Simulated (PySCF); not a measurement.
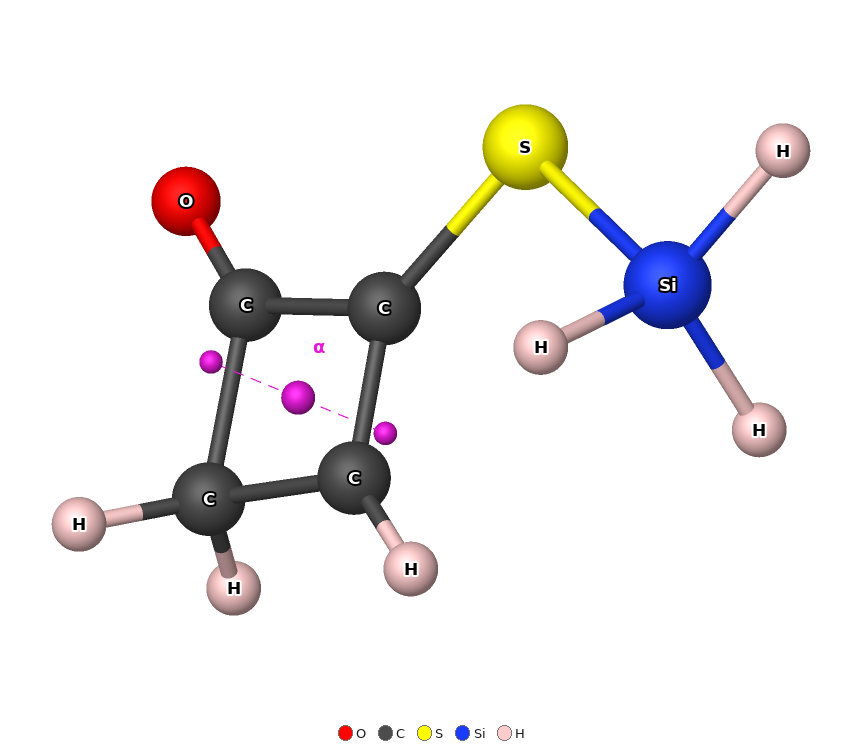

The small points mark where nucleus-independent chemical shifts (NICS) were computed: at the centre of each lettered ring and 1 Å above and below it. Geometry: an end point of a reaction path computed with GFN2-xTB. Properties computed with GIAO PBE0/pcSseg-1 NMR shielding, non-relativistic, gas phase (PySCF 2.14.0).

Give NICS(0), NICS(1) and the out-of-plane component NICS(1)zz for each ring (means of the two sides).

| ring | members | NICS(0) | NICS(1) | NICS(1)zz |
| --- | --- | --- | --- | --- |
| α | C4 | 4.9 | −2.4 | 1.4 |

Values in ppm.
